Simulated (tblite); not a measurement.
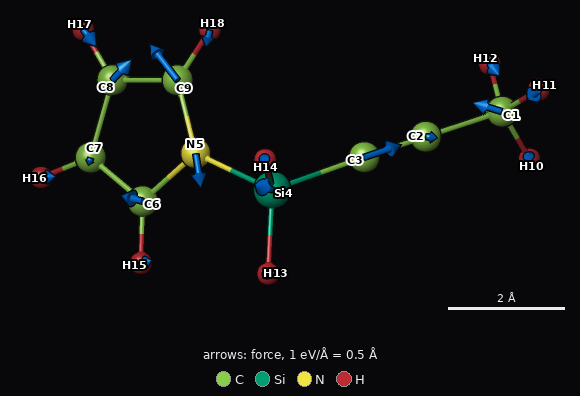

Starting geometry of C$_{7}$H$_{9}$NSi with the computed forces as blue arrows. The picture is a ball-and-stick view, seen from a free direction.

Computed with GFN2-xTB geometry optimisation, gas phase (tblite). 

Q: What follows when this structure is relaxed?

A: It isn't relaxed: the largest force vector, on C9, is 1.82 eV/Å. The final displacements have little in common with the starting forces (cosine between the two patterns 0.25). The atom that moves furthest after the best rigid fit is H18 (0.21 Å). Largest moves by element: H 0.21 Å, C 0.14 Å, Si 0.09 Å, N 0.09 Å. Some distances before and after: C1–C2 1.482 → 1.444 Å, C8–C9 1.395 → 1.361 Å, Si4–H14 1.494 → 1.467 Å, C8–H17 1.100 → 1.073 Å. Among the angles between lasting bonds that change: H13–Si4–H14 104.0° → 113.4°, N5–Si4–H13 112.1° → 105.7°, C7–C6–H15 123.9° → 130.0°. Over 75 geometry steps the energy falls by 0.249 eV. Cost: 0.58 s on 1 thread of Arm Neoverse V1, on a shared host.
